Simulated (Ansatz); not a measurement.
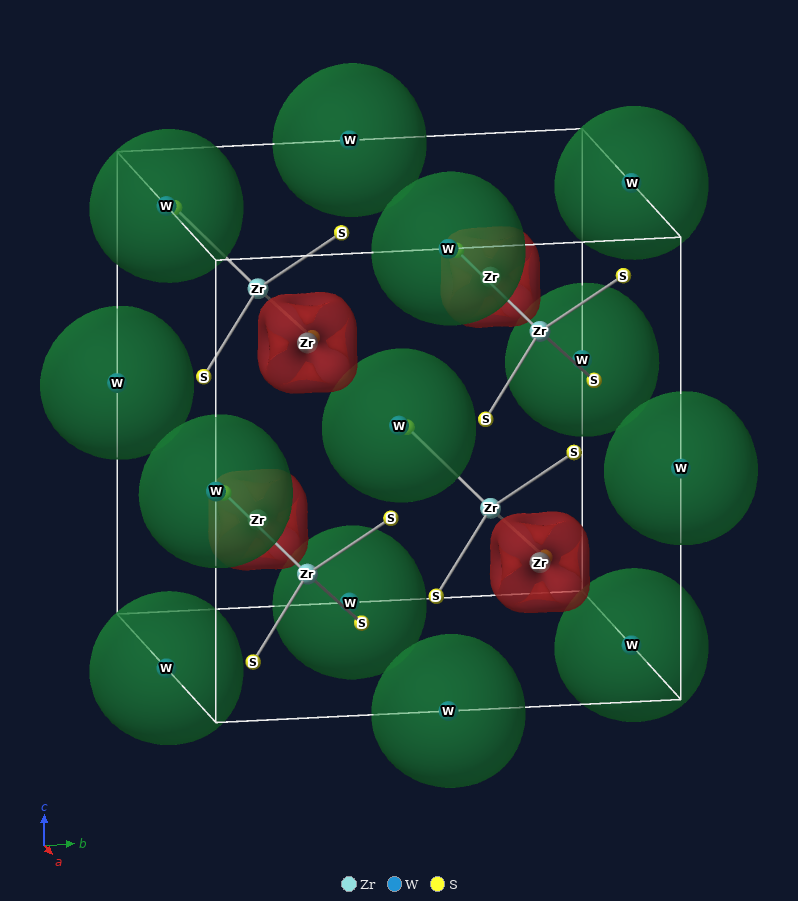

Figure. Zr₂WS₄. Isosurfaces of the spin density at +0.08 (green) and −0.08 e/Å³ (red), seen slightly off an axis. Sticks mark near contacts.

Space group F-43m; a structure generated by program, which may or may not match a known phase; spin-polarised.

All numbers below come from DFT PBE, scalar-relativistic, plane waves, PAW in Ansatz.

The density is the valence pseudo-density of a PAW calculation; it isn't the true density close to the nuclei.

### Where is the spin, and how is it ordered?

The spin density sits on W: +3.8 μB (×4) in one cell of 28 atoms, with smaller moments on other sites: Zr (up to −0.90 μB): parallel moments on the main sites in this solution. The cell of the calculation (7 atoms) carries 3.2 μB of net spin moment.
